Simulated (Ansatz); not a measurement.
One crystal and one scan (scan of one atom of the cell) at two levels, PBE (plane waves to 420 eV, PAW, scalar-relativistic; Ansatz, a program for electronic structure) and r2SCAN (plane waves to 500 eV, PAW, scalar-relativistic; Ansatz), each from its own relaxed cell and on its own mesh. The cell shown is that of PBE.

Starting cell, HfO2 (fluorite):

```
HfO2
1.0
    0.00000     5.09813     5.09813
    2.54906     0.00000     2.54906
    2.54906     2.54906     0.00000
Hf O
2 4
Cartesian
  0.00000   0.00000   0.00000
  0.00000   2.54906   2.54906
  1.27453   1.27453   1.27453
  1.27453   3.82359   3.82359
  3.82359   3.82359   3.82359
  3.82359   6.37266   6.37266
```

In this cell atom 5 (O, nearest neighbour Hf at 2.208 Å; its periodic images, 3.6 Å or more away, move with it) is moved by s along Cartesian [111], unit vector (0.577, 0.577, 0.577); all other atoms and the cell stay fixed.

The energy includes the smearing's −TS. HfO2 is run without spin polarisation. HfO2 was relaxed with its symmetry unable to fall. Spin-orbit coupling is left out, though Hf is heavy. The PAW data are Ansatz's earlier set. This is a high-temperature form of HfO2. (PBE) Left out: 2 of 11 points, with atoms too close for the PAW data. (r2SCAN) Left out: 3 of 11 points, with atoms too close for the PAW data. Percentages come from the unrounded values.

```csv
quantity,PBE,r2SCAN,PBE − r2SCAN
Lattice constant a (Å),5.098,5.059,+0.039 (+0.8 %)
"Band gap of the relaxed cell, no spin-orbit coupling (eV)",3.75,4.30,-0.55 (-13 %)
Force constant k = d²E/ds² at s = 0 (finite differences) (eV/Å²),11.36,12.66,-1.30 (-10 %)
```

PBE gives the higher value for: lattice constant a. PBE gives the lower value for: band gap of the relaxed cell, no spin-orbit coupling; force constant k = d²E/ds² at s = 0. Both give the same shape of the curve: a single well with its minimum at or next to zero displacement.

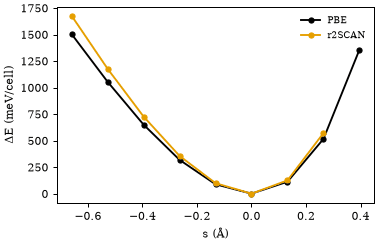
ΔE, each from the undisplaced structure of its own level.

(For displaced atoms, the force is minus the slope of the energy, and its curvature is a force constant, which sets phonon frequencies.)
